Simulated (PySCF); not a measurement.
# B3N3H6 (SMILES B1NBNBN1): levels of theory compared

Wanted: a comparison of 6 runs (B3LYP/6-31G*, BHLYP/6-31G*, CAM-B3LYP/6-31G*, M06-L/6-31G*, PBE0/6-31G*, CCSD(T)/6-31G*) of B3N3H6. 

Program for the calculation: PySCF 2.14.0.

1 further run of the same task is left out (set aside as unsound or not needed).

### Step 1. The structure to begin with

B3N3H6 has 12 atoms, charge 0, and is taken as a singlet. As SMILES, `B1NBNBN1`. Geometry: relaxed at GFN2-xTB. This is one conformer, not always the lowest.

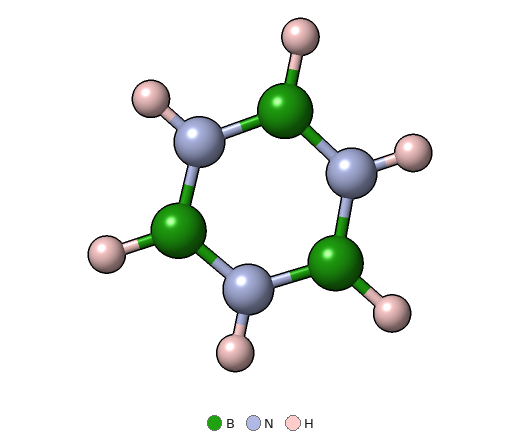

The structure, seen from a chosen angle (boron green, nitrogen light blue, hydrogen pink).

### Step 2. The energy at B3LYP/6-31G(d) (spherical functions) (run 1)

job.py

```python
from pyscf import gto, dft

mol = gto.M(
    atom='''
B     -1.365063    -2.301479     0.477137
N      0.984302    -1.795750     1.658443
B      2.380488     0.449226     1.233972
N      1.323413     2.230973    -0.462681
B     -1.015293     1.852763    -1.710448
N     -2.307904    -0.434864    -1.194931
H     -2.480114    -4.182153     0.866213
H      1.694064    -3.094219     2.858003
H      4.326207     0.815662     2.239892
H      2.280389     3.844043    -0.797238
H     -1.844751     3.366075    -3.107995
H     -3.975738    -0.750278    -2.060387
''',
    max_memory=1860,
    verbose=3,
    basis='6-31g*',
    unit='bohr',
    charge=0,
)

myscf = dft.RKS(mol)
myscf.xc = 'b3lyp'
myscf.conv_tol = 1e-10
myscf.grids.level = 5
myscf.kernel()
if not myscf.converged:
    myscf = myscf.newton().run(myscf.mo_coeff, myscf.mo_occ)

etot = myscf.e_tot
print('Final energy', etot)
```

On the command line:

```sh
$ OMP_NUM_THREADS=1 python job.py
```

Standard output:

```text
converged SCF energy = -242.664278960793
Final energy -242.6642789607925
```

Run time: 36 s. Hardware: 1 thread of Intel Xeon at 2.70GHz, shared host; peak memory 0.49 GiB.

### Step 3. The energy at BHLYP/6-31G(d) (spherical functions) (run 2)

run.py

```python
from pyscf import gto, dft

molecule = gto.M(
    atom=[
    ('B', (-0.722360, -1.217890, 0.252490)),
    ('N', (0.520870, -0.950270, 0.877610)),
    ('B', (1.259700, 0.237720, 0.652990)),
    ('N', (0.700320, 1.180580, -0.244840)),
    ('B', (-0.537270, 0.980440, -0.905130)),
    ('N', (-1.221290, -0.230120, -0.632330)),
    ('H', (-1.312420, -2.213100, 0.458380)),
    ('H', (0.896460, -1.637390, 1.512390)),
    ('H', (2.289330, 0.431630, 1.185300)),
    ('H', (1.206730, 2.034180, -0.421880)),
    ('H', (-0.976200, 1.781250, -1.644680)),
    ('H', (-2.103870, -0.397030, -1.090310)),
],
    verbose=3,
    charge=0,
    basis='6-31g*',
    max_memory=1860,
    spin=0,
)

ks = dft.RKS(molecule)
ks.xc = 'bhandhlyp'
ks.grids.level = 5
ks.conv_tol = 1e-10
ks.kernel()
if not ks.converged:
    ks = ks.newton().run(ks.mo_coeff, ks.mo_occ)

energy = ks.e_tot
print('E = %.10f Eh' % energy)
```

On the command line:

```sh
$ OMP_NUM_THREADS=1 python run.py
```

Standard output:

```text
converged SCF energy = -242.529021205807
E = -242.5290212058 Eh
```

Wall time 31 s (1 thread of Intel Xeon at 2.70GHz, shared host); peak memory 0.49 GiB.

### Step 4. The energy at CAM-B3LYP/6-31G(d) (spherical functions) (run 3)

run.py

```python
# B1NBNBN1
from pyscf import gto, dft

mol = gto.M(
    atom='''
B   -0.722360  -1.217890   0.252490
N    0.520870  -0.950270   0.877610
B    1.259700   0.237720   0.652990
N    0.700320   1.180580  -0.244840
B   -0.537270   0.980440  -0.905130
N   -1.221290  -0.230120  -0.632330
H   -1.312420  -2.213100   0.458380
H    0.896460  -1.637390   1.512390
H    2.289330   0.431630   1.185300
H    1.206730   2.034180  -0.421880
H   -0.976200   1.781250  -1.644680
H   -2.103870  -0.397030  -1.090310
''',
    basis='6-31g*',
    verbose=3,
    max_memory=1860,
)

myscf = dft.RKS(mol)
myscf.xc = 'cam-b3lyp'
myscf.grids.level = 5
myscf.conv_tol = 1e-10
myscf.kernel()
if not myscf.converged:
    myscf = myscf.newton().run(myscf.mo_coeff, myscf.mo_occ)

etot = myscf.e_tot
print('Final energy', etot)
```

On the command line:

```sh
$ OMP_NUM_THREADS=1 python run.py
```

Standard output:

```text
converged SCF energy = -242.527333567579
Final energy -242.52733356757935
```

It took 46 s on 1 thread of Intel Xeon at 2.70GHz, shared host; peak memory 0.49 GiB.

Runs 4 to 5 aren't shown in full; the table further down has their settings and results.

### Step 5. A single-point energy at CCSD(T)/6-31G(d) (spherical functions) (run 6)

input.py

```python
from pyscf import gto, cc

system = gto.M(
    atom='''
B       -0.722360      -1.217890       0.252490
N        0.520870      -0.950270       0.877610
B        1.259700       0.237720       0.652990
N        0.700320       1.180580      -0.244840
B       -0.537270       0.980440      -0.905130
N       -1.221290      -0.230120      -0.632330
H       -1.312420      -2.213100       0.458380
H        0.896460      -1.637390       1.512390
H        2.289330       0.431630       1.185300
H        1.206730       2.034180      -0.421880
H       -0.976200       1.781250      -1.644680
H       -2.103870      -0.397030      -1.090310
''',
    charge=0,
    max_memory=1860,
    verbose=4,
    spin=0,
    basis='6-31g*',
)

myscf = system.RHF()
myscf.conv_tol = 1e-10
myscf.kernel()
if not myscf.converged:
    myscf = myscf.newton().run(myscf.mo_coeff, myscf.mo_occ)

mycc = cc.CCSD(myscf, frozen=6)
mycc.kernel()
e_t = mycc.ccsd_t()
energy = mycc.e_tot + e_t
print('Final energy', energy)
```

On the command line:

```sh
$ OMP_NUM_THREADS=1 python input.py
```

Standard output:

```text
PySCF version 2.14.0

[... 66 lines left out ...]
converged SCF energy = -241.147619798361
[... 12 lines left out ...]
Init t2, MP2 energy = -241.843770583039  E_corr(MP2) -0.696150784678603
[... 12 lines left out ...]
CCSD converged
[... 2 lines left out ...]
Final energy -241.91195733354928
```

Run time: 50 s. Hardware: 1 thread of Intel Xeon at 2.70GHz, shared host; peak memory 0.66 GiB.

### Step 6. All runs side by side

```csv
run,level,integration grid,frozen core orbitals,energy (Eh),dipole moment (D) of the reference,HOMO energy (eV),LUMO energy (eV),wall time
1,B3LYP/6-31G* (spherical functions),5,–,-242.664279,0.00,-7.51,0.77,36 s
2,BHLYP/6-31G* (spherical functions),5,–,-242.529021,0.00,-8.97,2.12,31 s
3,CAM-B3LYP/6-31G* (spherical functions),5,–,-242.527334,0.00,-9.13,2.17,46 s
4,M06-L/6-31G* (spherical functions),5,–,-242.624043,0.00,-6.85,0.23,55 s
5,PBE0/6-31G* (spherical functions),5,–,-242.353990,0.00,-7.84,0.92,31 s
6,CCSD(T)/6-31G* (spherical functions),–,6,-241.911957,0.00,-10.94,4.90,50 s
```

### Step 7. What came out

| quantity | value |
| --- | --- |
| run 6: total energy | -241.91196 Eh |
| run 6: dipole moment (Hartree–Fock density) | 0.00 D |
| run 6: HOMO energy (Hartree–Fock orbitals) | -10.94 eV |
| run 6: LUMO energy (Hartree–Fock orbitals) | 4.90 eV |
| run 6: HOMO–LUMO gap (Hartree–Fock orbitals) | 15.84 eV |
| run 6: correlation energy (6 core orbitals frozen) | -764.3 mEh |
| run 6: (T) correction | -22.83 mEh |
| run 6: T1 diagnostic | 0.016 |

What this shows: Over runs 1, 2, 3, 4, 5 the HOMO–LUMO gap runs from 7.07 eV (M06-L/6-31G*) to 11.30 eV (CAM-B3LYP/6-31G*). Totals of different functionals can't be ranked against each other. All runs together took 4.1 min, the longest 55 s.
